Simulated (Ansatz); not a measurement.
# Os(0001) film, 5 layers, flat: channels in plane against thickness

Wanted: in-plane conductance by layer count, from Os(0001) film, 5 layers, flat.

Program: Ansatz 0.2.0. Level of theory: Ansatz plane-wave DFT, PBE, PAW files; ballistic transport by layer matching (Landauer), zero bias; PAW set soft_1. Results are calculated unless marked as measured.

### Step 1. Starting point

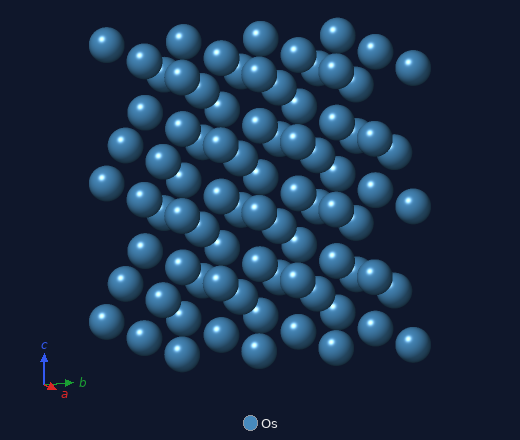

The cell as given, from the side, with the c axis up (osmium blue). 1×3×2 cells are drawn. Some periodic images of atoms are drawn too.

The cell holds 10 atoms: 10 Os. Its edges and angles: a = 19.639 Å, b = 2.734 Å, c = 4.736 Å, α = 90.0°, β = 90.0°, γ = 90.0°. It derives from Os. Vacuum lies along a. The structure's axis is c.

### Step 2. With 5 layers

Vacuum lies along the first vector, which takes one k-point, and the current runs in the film's plane. One period is a perfect wire, so its channels are the result. Energies from -0.27 to 0.27 eV in steps of 0.036 eV cover the slope of the Fermi function at 300 K, so the program can form a conductance.

File input.yaml:

```yaml
crystal:
  lattice:
    - [19.6394, 0.0, 0.0]
    - [0.0, 2.7341, 0.0]
    - [0.0, 0.0, 4.735600113]
  atoms:
    - { symbol: Os, position: [0.2291312362, 0.0, 0.0] }
    - { symbol: Os, position: [0.2291312362, 0.5, 0.5] }
    - { symbol: Os, position: [0.3391065919, 0.0, 0.3333333333] }
    - { symbol: Os, position: [0.3391065919, 0.5, 0.8333333333] }
    - { symbol: Os, position: [0.4490819475, 0.0, 0.0] }
    - { symbol: Os, position: [0.4490819475, 0.5, 0.5] }
    - { symbol: Os, position: [0.5590573032, 0.0, 0.3333333333] }
    - { symbol: Os, position: [0.5590573032, 0.5, 0.8333333333] }
    - { symbol: Os, position: [0.6690326588, 0.0, 0.0] }
    - { symbol: Os, position: [0.6690326588, 0.5, 0.5] }
kpoints:
  mp_grid: { grid: [1, 15, 9] }
hamiltonian:
  xc: pbe
  pseudopotentials: { kind: paw, azcp: { folder: soft_1 } }
scf:
  occupations: { method: fermi_dirac, width: 0.1 }
output:
  transmission:
    leads: [[0, 0]]
    kmesh: [1, 34]
    e_range: [-0.27, 0.27]
    de: 0.036
```

Run with:

```bash
$ ansatz run input.yaml --threads 4 --pin off --max-ram 8192MiB --backend cpu --events-out ev --progress --plain --runs-dir out
```

Planned after this: with 6 layers, thickness 12.959 A; with 7 layers, thickness 15.119 A; cost and result by level.

Q: Predict the conductance per cell, 5 layers; conductance per cell, 6 layers; and conductance per cell, 7 layers.

The conductance per cell width goes from 6.04 G0 at 5 to 7.12 G0 at 7 layers. The gains from one thickness to the next are -0.0039 and 1.1 G0 per added layer; they differ by more than the error estimates allow, as expected where subbands cross the Fermi level in steps. The film repeats perfectly along the current, so nothing scatters; its faces are clean and not relaxed.

- conductance per cell, 5 layers: 6.04 G₀
- conductance per cell, 6 layers: 6.04 G₀
- conductance per cell, 7 layers: 7.12 G₀

Spin-orbit coupling is left out, which matters for Os.

[Logs are printed without paths, hosts, clocks, repeated set-up lines and the standing remarks that a program may print on its own settings, such as how far it seeks lower states.]

[Hosts, paths, dates, database ids (printed as entryN), source tags and the programs' standing remarks are cut or masked in the printed files.]
